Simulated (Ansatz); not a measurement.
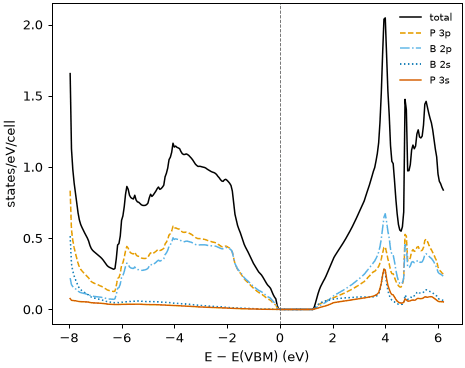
Figure. Total and projected density of states of BP (zinc blende, F-43m), PBE (plane waves, PAW; program Ansatz)

Problem. Which orbitals carry the states next to the gap?

Solution. Top 1 eV of the valence band: B 2p 52 %, P 3p 45 %. Bottom 1 eV of the conduction band: P 3p 24 %, B 2p 24 %, B 2s 23 %, P 3s 12 %, outside the projected shells 16 %. Projections are on Löwdin-orthogonalised atomic valence shells; empty p or d shells of many metals are not among them.

Symmetry was held in the PBE relaxation.

Potentials: the later of the program's two PAW sets.
